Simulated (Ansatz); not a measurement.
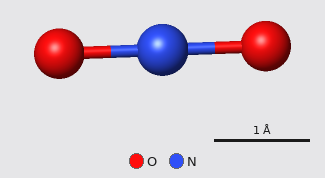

Starting structure of NO2 (charge +1) (coarse preliminary run). The picture is a ball-and-stick view, seen at a tilt.

The start comes from a force field.

All numbers below come from RKS PBE-D4/def2-SVP in Ansatz.

Input
```yaml
crystal:
  periodic: [false, false, false]
  atoms:
    - {symbol: O, position_ang: [-0.563200, 0.911190, -0.206000]}
    - {symbol: N, position_ang: [-0.000010, -0.000010, -0.000000]}
    - {symbol: O, position_ang: [0.563210, -0.911180, 0.206000]}
basis:
  gaussian: {orbitals: def2-SVP}
total_charge: 1
hamiltonian: {xc: pbe, dispersion: d4}
relax: {f_tol: 0.03, max_steps: 200}
```

Command:
```bash
ansatz run in.yaml --threads 2 --pin off --events-out ev --progress --plain --max-ram 32768MiB --backend cpu
```

Q: Where does the relaxation end?

A: The energy falls by 5.31 kcal/mol in 1 geometry step. Largest force component: 4.9 eV/Å at the start, 0.017 eV/Å at the end. The largest moves after the best rigid fit, 0.041 Å, are those of O1 and O3. N stays in place. Among the contacts that change: N2–O3 1.091 → 1.132 Å.

Final geometry:

```xyz
3

O    -0.5846    0.9458   -0.2138
N     0.0000    0.0000    0.0000
O     0.5846   -0.9458    0.2138
```
